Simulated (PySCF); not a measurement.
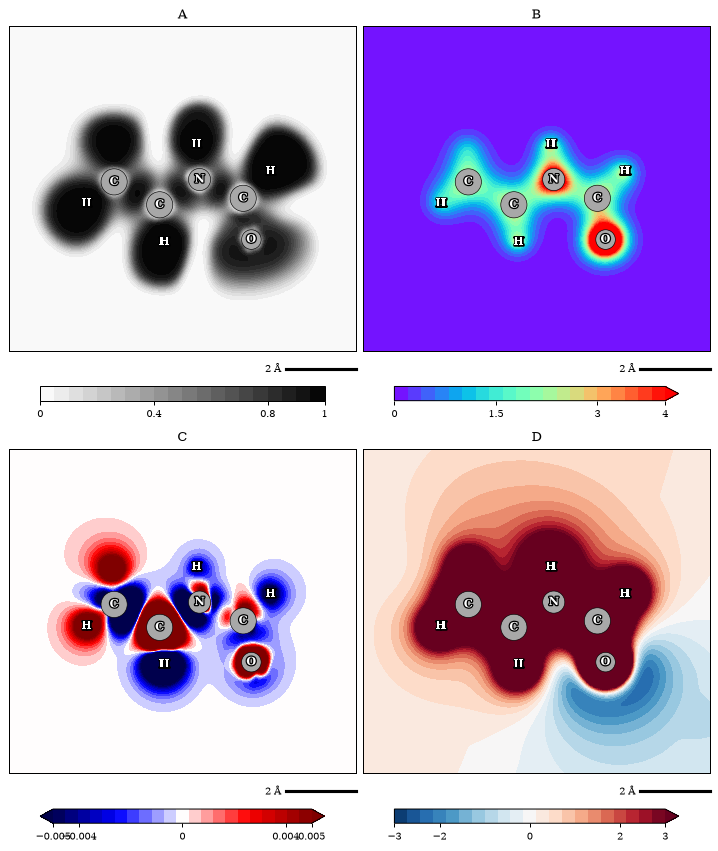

C5H7ClNO (doublet): 4 fields on the plane of atoms O1, C2 and H9, with unlabelled colour scales. Grey discs cover the atomic cores.

Geometry: GFN2-xTB.

Computed with UKS B3LYP, pcH-1 on C Cl H N O, non-relativistic, mean-field spin-orbit, GIAO in PySCF 2.14.0, density-fitted response routines.

### Match the panels to the quantities (electron density, electron localisation function, electrostatic potential and spin density).

Panel A: electron localisation function. Panel B: electron density. Panel C: spin density (confined to the atoms that carry the unpaired spin). Panel D: electrostatic potential (strongly positive close to the atoms, with negative regions outside electron-rich atoms). From the grid: C–O (1.21 Å): the density is about 3.3 e/Å³ at the midpoint; the ELF peaks at about 0.85 between the atoms (a multiple bond). C–N (1.36 Å): ρ at the midpoint is about 2.3 e/Å³; the ELF peaks at about 0.90 between the atoms; a covalent bond.
